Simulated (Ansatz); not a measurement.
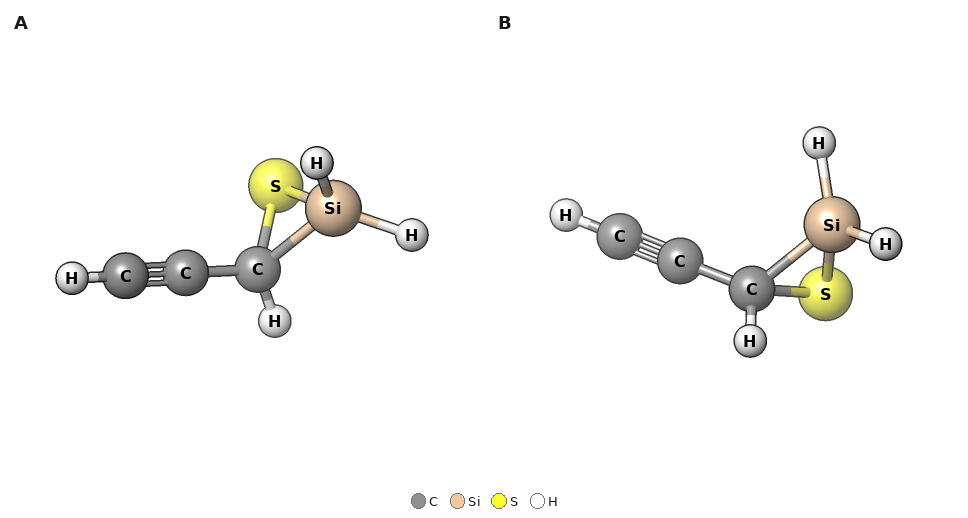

Depth is shown by fading: the farther an atom, the more it takes the colour of the background. The geometry was computed by an optimisation with PBE0-D4/def2-TZVP.

> Are A and B the same structure? If not, how do they differ?

Yes. They are the same structure, C3H4SSi (C#C[C@@H]1[SiH2]S1), seen from two directions: a rotation takes one into the other. The geometry is chiral (C1), so its mirror image would differ.
